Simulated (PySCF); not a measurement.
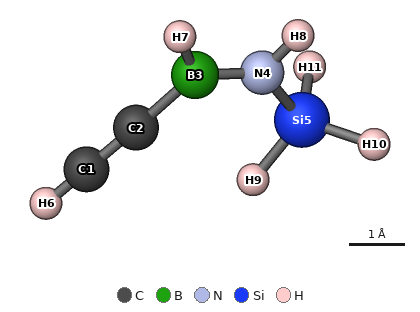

The input geometry (ball-and-stick view, seen at a tilt; atoms are numbered from 1 in the order of the input).

## C2H6BNSi: geometry relaxation

The run: geometry relaxation of C2H6BNSi, SMILES C#CBN[SiH3]. Method and program: PBE0-D3(BJ)/def2-SVP geometry optimisation, gas phase (PySCF 2.14.0).

## Log
```
step   0  E = -448.37339382  max force = 0.065260
step   1  E = -448.38095428  max force = 0.014047
step   2  E = -448.38129509  max force = 0.008564
step   3  E = -448.38194609  max force = 0.009447
step   4  E = -448.38216580  max force = 0.003043
step   5  E = -448.38227427  max force = 0.002818
step   6  E = -448.38229032  max force = 0.000302
step   7  E = -448.38229458  max force = 0.000424
optimisation converged
```

## Trajectory as extended XYZ (Å, eV, eV/Å), 8 frames, from step=0 to step=7
```
11
Properties=species:S:1:pos:R:3:forces:R:3 step=0 energy=-12200.86150
C     2.4533   -0.8009    0.7372   -3.2633   3.3558  -1.5509
C     1.6354    0.0412    0.3460    1.6174  -1.5359   0.7238
B     0.6740    1.1245   -0.1434    2.2309  -0.0924   0.5302
N    -0.6233    0.8427   -0.3736   -2.9693  -0.0577  -0.6801
Si   -1.5898   -0.6304   -0.2040    0.3976   0.7310   0.6451
H     3.1166   -1.4928    1.0667    1.9495  -2.0281   0.9510
H     1.1105    2.2145   -0.3135    0.1362   0.6009  -0.1178
H    -1.1935    1.6303   -0.6931    0.2103  -0.1204   0.0691
H    -0.6765   -1.7378    0.0158    0.3319  -0.5899   0.0424
H    -2.3732   -0.7609   -1.4176   -0.4904  -0.1843  -0.6576
H    -2.4952   -0.4563    0.9638   -0.1507  -0.0790   0.0449
11
Properties=species:S:1:pos:R:3:forces:R:3 step=1 energy=-12201.06723
C     2.2912   -0.8859    0.7846    0.7223  -0.2057   0.1009
C     1.6696    0.0616    0.3391   -0.3678  -0.1205   0.0680
B     0.7358    1.1710   -0.1597   -0.3339  -0.1025  -0.0698
N    -0.6346    0.9066   -0.4019    0.4482   0.0204   0.1129
Si   -1.5386   -0.5944   -0.2031   -0.0610   0.0690  -0.0128
H     2.9611   -1.6601    1.1516   -0.3906   0.2552  -0.1128
H     1.1655    2.2838   -0.3417   -0.0048   0.0808  -0.0336
H    -1.1805    1.7031   -0.7144   -0.0038   0.0677  -0.0299
H    -0.6008   -1.7252   -0.0108    0.0344  -0.0277  -0.0312
H    -2.3721   -0.7887   -1.4263   -0.0233  -0.0382  -0.0101
H    -2.4593   -0.4962    0.9688   -0.0197   0.0015   0.0183
11
Properties=species:S:1:pos:R:3:forces:R:3 step=2 energy=-12201.07651
C     2.4246   -0.8437    0.8087    0.2611   0.1832  -0.0867
C     1.7237    0.0482    0.3617   -0.4404  -0.3096   0.0721
B     0.7373    1.1096   -0.1451    0.0456   0.1503  -0.0480
N    -0.6291    0.8652   -0.3893    0.0952  -0.0750   0.0547
Si   -1.6164   -0.5878   -0.2247    0.0348   0.0341   0.0296
H     3.1234   -1.5739    1.1810   -0.1082  -0.0075   0.0065
H     1.1461    2.2306   -0.3443    0.0310   0.0415  -0.0046
H    -1.1425    1.6858   -0.6995    0.0164   0.0115  -0.0188
H    -0.7364   -1.7701   -0.0543    0.0467  -0.0150  -0.0048
H    -2.4551   -0.7245   -1.4539    0.0086  -0.0098   0.0061
H    -2.5383   -0.4639    0.9458    0.0091  -0.0038  -0.0060
11
Properties=species:S:1:pos:R:3:forces:R:3 step=3 energy=-12201.09422
C     2.3767   -0.8528    0.8008   -0.1856   0.4858  -0.2262
C     1.6660    0.0358    0.3610   -0.0037  -0.2237   0.1178
B     0.7277    1.1359   -0.1523    0.2706   0.0679   0.0138
N    -0.6290    0.8869   -0.3940   -0.3087   0.0949  -0.0837
Si   -1.5781   -0.5891   -0.2162    0.0242  -0.0687   0.0327
H     3.0389   -1.5995    1.1781    0.1750  -0.2718   0.1282
H     1.1565    2.2532   -0.3557    0.0031  -0.0772   0.0317
H    -1.1509    1.7021   -0.7089    0.0067  -0.0628  -0.0050
H    -0.6531   -1.7427   -0.0602   -0.0236   0.0292  -0.0028
H    -2.4291   -0.7630   -1.4333    0.0187   0.0261   0.0139
H    -2.4882   -0.4910    0.9671    0.0236   0.0002  -0.0205
11
Properties=species:S:1:pos:R:3:forces:R:3 step=4 energy=-12201.10020
C     2.3756   -0.8493    0.7992    0.0073   0.1476  -0.0577
C     1.6461    0.0240    0.3652   -0.1034  -0.0453   0.0198
B     0.7165    1.1297   -0.1522    0.1565   0.1308  -0.0067
N    -0.6447    0.9025   -0.4032   -0.1201  -0.0382  -0.0145
Si   -1.5692   -0.5869   -0.2141   -0.0360  -0.0333  -0.0072
H     3.0375   -1.6021    1.1791    0.0658  -0.1074   0.0467
H     1.1620    2.2396   -0.3485    0.0173  -0.0301   0.0144
H    -1.1665    1.7144   -0.7241    0.0305  -0.0407   0.0020
H    -0.6250   -1.7238   -0.0615   -0.0182   0.0161  -0.0010
H    -2.4220   -0.7741   -1.4266   -0.0042   0.0081   0.0018
H    -2.4730   -0.4985    0.9729    0.0046  -0.0076   0.0024
11
Properties=species:S:1:pos:R:3:forces:R:3 step=5 energy=-12201.10315
C     2.4057   -0.8267    0.8016    0.1393  -0.1449   0.0795
C     1.6445    0.0209    0.3740   -0.0711   0.0782  -0.0347
B     0.7174    1.1249   -0.1491   -0.0215  -0.0274   0.0150
N    -0.6460    0.8905   -0.4024    0.0231  -0.0118   0.0044
Si   -1.5859   -0.5910   -0.2168    0.0159   0.0266  -0.0149
H     3.0772   -1.5780    1.1829   -0.0516   0.0631  -0.0372
H     1.1682    2.2311   -0.3437   -0.0051   0.0081  -0.0073
H    -1.1627    1.7006   -0.7305   -0.0243   0.0286  -0.0215
H    -0.6534   -1.7362   -0.0709    0.0089  -0.0168   0.0063
H    -2.4407   -0.7614   -1.4296   -0.0095   0.0026  -0.0042
H    -2.4869   -0.4992    0.9709   -0.0041  -0.0064   0.0147
11
Properties=species:S:1:pos:R:3:forces:R:3 step=6 energy=-12201.10359
C     2.4160   -0.8217    0.8040   -0.0080  -0.0074   0.0060
C     1.6439    0.0189    0.3783    0.0061  -0.0052   0.0078
B     0.7141    1.1204   -0.1462   -0.0006   0.0015  -0.0024
N    -0.6489    0.8895   -0.4036    0.0041  -0.0078   0.0016
Si   -1.5893   -0.5912   -0.2181    0.0022   0.0077  -0.0049
H     3.0917   -1.5682    1.1825   -0.0030   0.0155  -0.0107
H     1.1658    2.2261   -0.3437   -0.0011   0.0042   0.0011
H    -1.1638    1.7004   -0.7351    0.0003  -0.0017  -0.0064
H    -0.6569   -1.7379   -0.0737    0.0009  -0.0030   0.0022
H    -2.4466   -0.7598   -1.4299   -0.0034   0.0023   0.0015
H    -2.4886   -0.5010    0.9718    0.0025  -0.0063   0.0044
11
Properties=species:S:1:pos:R:3:forces:R:3 step=7 energy=-12201.10370
C     2.4170   -0.8183    0.8058   -0.0218   0.0095  -0.0058
C     1.6430    0.0204    0.3799    0.0112  -0.0037   0.0047
B     0.7129    1.1206   -0.1470   -0.0017   0.0043   0.0061
N    -0.6496    0.8882   -0.4050   -0.0007   0.0004  -0.0040
Si   -1.5888   -0.5930   -0.2183   -0.0012  -0.0011   0.0017
H     3.0951   -1.5624    1.1830    0.0092  -0.0014   0.0004
H     1.1634    2.2270   -0.3444   -0.0006  -0.0001  -0.0006
H    -1.1652    1.6983   -0.7377    0.0035  -0.0064  -0.0045
H    -0.6559   -1.7400   -0.0774   -0.0006   0.0006  -0.0016
H    -2.4503   -0.7597   -1.4275   -0.0010   0.0019   0.0024
H    -2.4842   -0.5056    0.9750    0.0037  -0.0040   0.0014
```

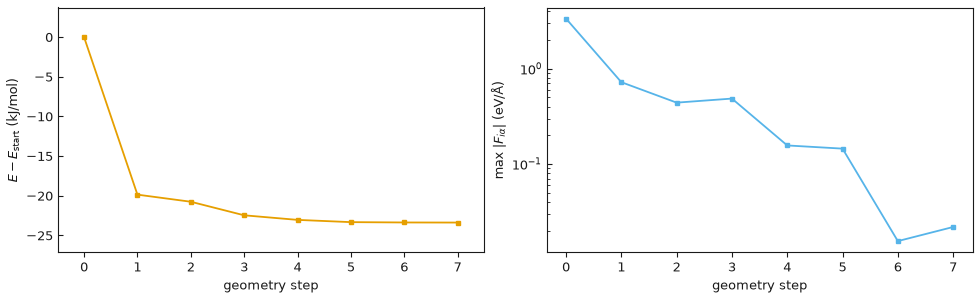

Progress of the relaxation, step by step (steps are counted from 0).

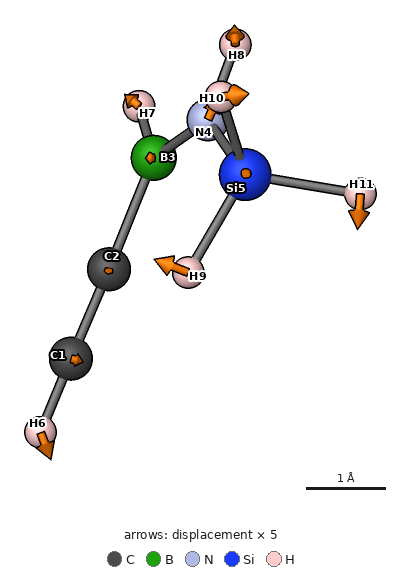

The starting structure with the displacements as orange arrows, magnified 5 times (ball-and-stick view, seen at a tilt). The two geometries are laid on each other by the best rigid fit. Over 7 geometry steps the energy falls by 23.4 kJ/mol. Largest force component: 3.4 eV/Å at the start, 0.022 eV/Å at the end. The largest move after the best rigid fit is that of H9, 0.098 Å. Largest moves by element: H 0.098 Å, N 0.060 Å, C 0.035 Å, B 0.027 Å, Si 0.023 Å. Among the contacts that change: C1–H6 1.014 → 1.075 Å, B3–N4 1.347 → 1.406 Å, Si5–H10 1.450 → 1.494 Å, B3–H7 1.186 → 1.211 Å. Among the angles that change: Si5–N4–H8 111.5° → 115.7°, B3–N4–Si5 133.1° → 129.5°, H9–Si5–H10 113.4° → 110.7°. (Atoms are counted from 1 in the order of the input.)

The run was set up as follows.

## The input
```
{"job": {"xc": "PBE0", "basis": "def2-SVP", "d3": "d3bj", "grid": 1, "shake": 0.01, "kind": "geom"}, "charge": 0, "multiplicity": 1}
C      2.453300    -0.800900     0.737250
C      1.635360     0.041200     0.345960
B      0.674010     1.124460    -0.143430
N     -0.623340     0.842690    -0.373640
Si    -1.589790    -0.630410    -0.203980
H      3.116570    -1.492830     1.066650
H      1.110500     2.214520    -0.313480
H     -1.193520     1.630310    -0.693090
H     -0.676550    -1.737780     0.015800
H     -2.373190    -0.760850    -1.417550
H     -2.495230    -0.456260     0.963850
```

The first line tells a small driver script what to run in PySCF; the rest is the geometry in Å.

Run as:
```bash
OMP_NUM_THREADS=1 python <driver script> task.json out
```

## Results in brief

```json
{"quantity": "outcome", "value": "converged"}
{"quantity": "total energy", "value": "−448.382295 hartree"}
{"quantity": "dipole moment", "value": "1.16 D"}
{"quantity": "point group", "value": "C1"}
{"quantity": "hardware", "value": "1 CPU thread, shared host"}
{"quantity": "wall time", "value": "28 s"}
{"quantity": "peak memory", "value": "0.42 GiB"}
```
